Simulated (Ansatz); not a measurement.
Consider H$_{4}$OSi···H$_{2}$Se.

```xyz
9

Si   -1.2548   -0.9389    0.3257
O    -0.4742    0.4976    0.5775
H    -2.6014   -0.7217   -0.2685
H    -0.3964   -1.6960   -0.6116
H    -1.4212   -1.6922    1.5976
H     1.5626    0.8794   -0.1869
Se    2.9508    0.9911   -0.6591
H    -0.8773    1.1343    1.1690
H     2.5118    1.5463   -1.9437
```

The reactant side of a reaction path; geometry: PBE0-D4/def2-TZVP.

Theory: RKS PBE0-D4/def2-TZVPP (Ansatz).

Question: What can the converged electron density and electron localisation function tell about the bonding?

Answer: O2···H6 (2.21 Å): the density falls to about 0.1 e/Å³ on the way; the ELF dips to about 0.05 between them.
Se–H (1.47 Å): the density is about 1.4 e/Å³ at the midpoint; the ELF climbs to about 1 towards the hydrogen, as it does in any bond to H.

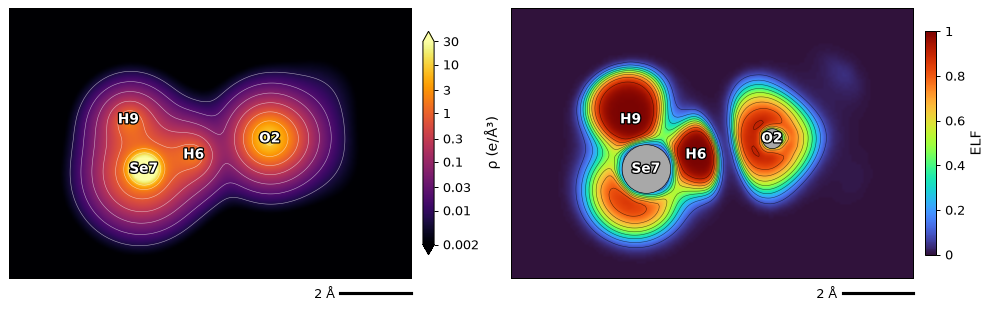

Computed electron density and electron localisation function on the plane of atoms H6, Se7 and H9, in this order. Grey discs cover the atomic cores in the ELF map. 
